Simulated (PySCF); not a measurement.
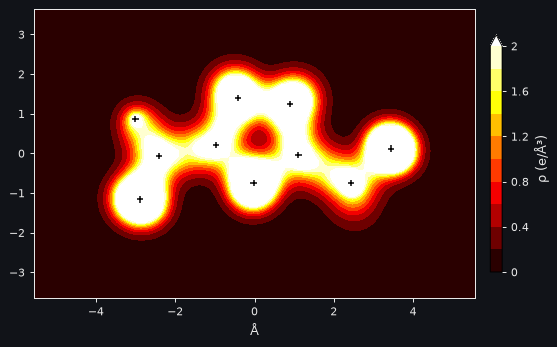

The electron density on a plane through atoms (crosses mark nuclei in the plane).

The calculation used PySCF, PBE0/pcSseg-1, SCF density, gas phase, non-relativistic.

Candidates:
A. C₄HF₃N₂O₂ (SMILES O=Cc1nnc(C(F)(F)F)o1)
B. C₄H₃N₃O (SMILES O=Cc1ccnnn1)
C. C₇H₁₅PS

Which candidate gave the map?

Candidate A: C₄HF₃N₂O₂ on the plane of atoms C2, C3 and O11, which holds O, C, N, F and H. C–O (1.19 Å): the density is about 3.4 e/Å³ at the midpoint. C–N (1.30 Å): ρ is about 2.7 e/Å³ halfway.
